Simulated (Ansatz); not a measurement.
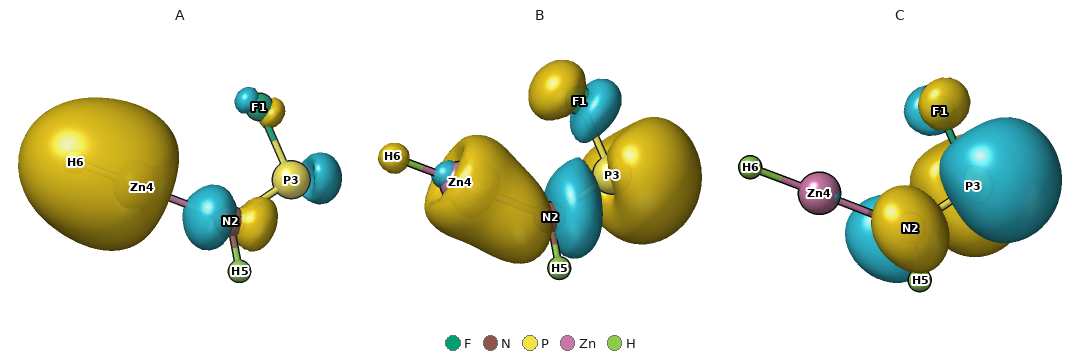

The picture shows: FH₂NPZn (charge +1). Three frontier orbitals at ±0.1 Å⁻³ᐟ² (yellow and cyan are the two phases), in no order.

Geometry: BLYP-D3(BJ)/def2-SVP.

Theory: isolated molecule in a Gaussian basis; Kohn-Sham density functional theory, functional PBE0 (Ansatz).

```xyz
6

F    -0.9549    3.2673    0.0116
N     0.3016    1.2240   -0.5711
P     0.4401    2.8286   -0.6605
Zn   -1.2122    0.1829    0.1791
H     1.1139    0.7071   -0.9590
H    -2.3579   -0.6241    0.7473
```

> Order the three orbitals by energy and name them.

B is the HOMO−1 (−15.45 eV). Its weight (Hirshfeld) is mainly on P3 (about 55 %), N2 (about 20 %), Zn4 (about 15 %) and F1 (about 10 %); it is symmetric in the molecular plane (an in-plane orbital: σ, lone-pair or in-plane π type). A is the HOMO (−13.89 eV). By Hirshfeld shares it lies mainly on Zn4 (about 45 %) and H6 (about 45 %). C is the LUMO (−8.68 eV). By Hirshfeld shares it lies mainly on P3 (about 70 %), N2 (about 20 %) and F1 (about 5 %); it changes sign across the molecular plane (π type).

> What is the HOMO–LUMO gap?

5.21 eV between the orbital energies.
